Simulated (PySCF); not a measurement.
F6HNSi2 (SMILES F[Si](F)(F)N[Si](F)(F)F)

Input

```
{"job": {"kind": "nmr", "xc": "PBE0", "basis": "pcSseg-1"}, "charge": 0, "multiplicity": 1}
F      2.735882    -0.561956    -0.468308
Si     1.530772     0.142738     0.303263
F      1.723485     1.725029     0.246840
F      1.593564    -0.260498     1.844691
N      0.079646    -0.353218    -0.436477
Si    -1.544670     0.024099    -0.095107
F     -1.897510    -0.225062     1.439912
F     -2.465418    -0.902058    -1.010435
F     -1.899949     1.549033    -0.397563
H      0.205268    -1.012684    -1.202305
```

Run with:

```sh
OMP_NUM_THREADS=1 python cluster_run.py task.json out
```

Geometry: PBE0-D3(BJ)/def2-SVP.

Level of theory: PBE0/pcSseg-1, SCF density, gas phase, non-relativistic in PySCF.

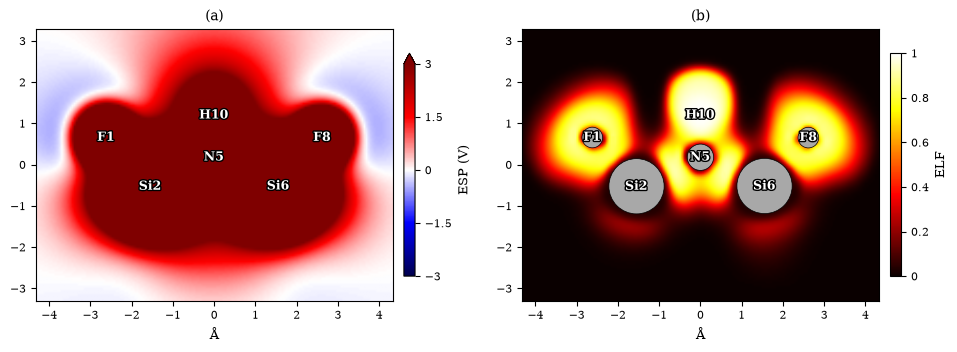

Figure 1. (a) molecular electrostatic potential; (b) ELF on the plane of atoms Si2, N5 and Si6. Grey discs cover the atomic cores in the ELF map.

### Interpret the plot.

- The plane passes through F, Si, N and H nuclei.
- Si–F (1.60 Å): the ELF peaks at about 0.85 in the valence shell of F, 0.6 Å from its nucleus, and is about 0.55 at the midpoint.
- Si–N (1.70 Å): the ELF peaks at about 0.90 between the atoms; a polar covalent bond.
- N–H (1.02 Å): the ELF climbs to about 1 towards the hydrogen, as it does in any bond to H: an ordinary covalent bond to hydrogen.
- The ELF also peaks beside F1 and F8, away from the bonds: lone-pair regions.
- Outside the dense part of the molecule the potential is most negative (−0.5 V) near F1 and F8.

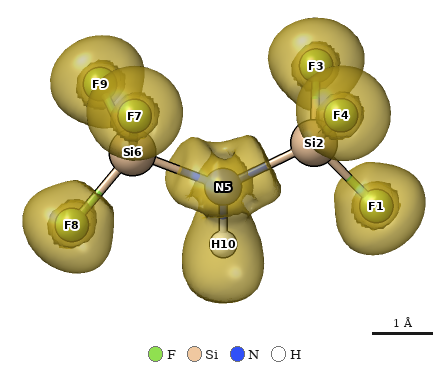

Figure 2. Isosurface of the ELF at 0.75 (yellow), seen at a tilt. Core shells and regions of very low density are left out.

### Describe the localisation domains.

At this value the surface marks out six regions wrapped around F (its lone pairs, merged into a ring or cap) and one joined region spread over several atoms (H, N), in which their bonds and any lone pairs are merged.


Si–F (1.59 Å): the ELF peaks at about 0.85 in the valence shell of F, 0.6 Å from its nucleus, and is about 0.45 at the midpoint.

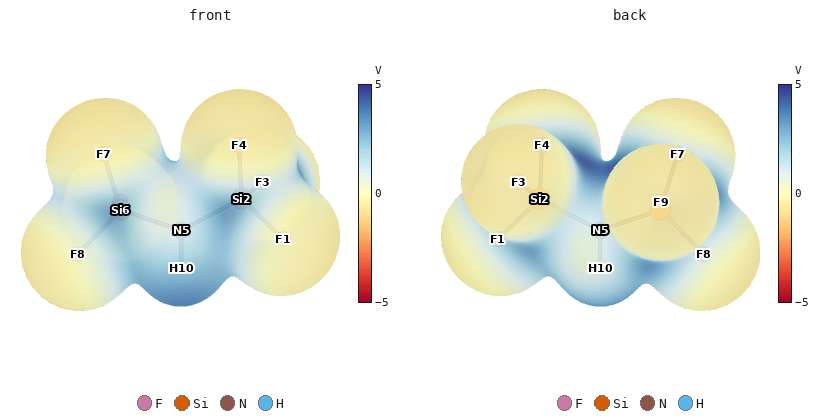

Figure 3. The molecular electrostatic potential painted on the density surface at 0.004 e/bohr³, seen from the front and from behind; red is negative and blue positive.

### Describe the electrostatic potential map.

The most negative region (about −0.6 V, or −14 kcal/mol for a unit charge) lies over F3, F4, F7 and F9, the most positive (about +4.3 V, or +99 kcal/mol for a unit charge) over Si2 and Si6.
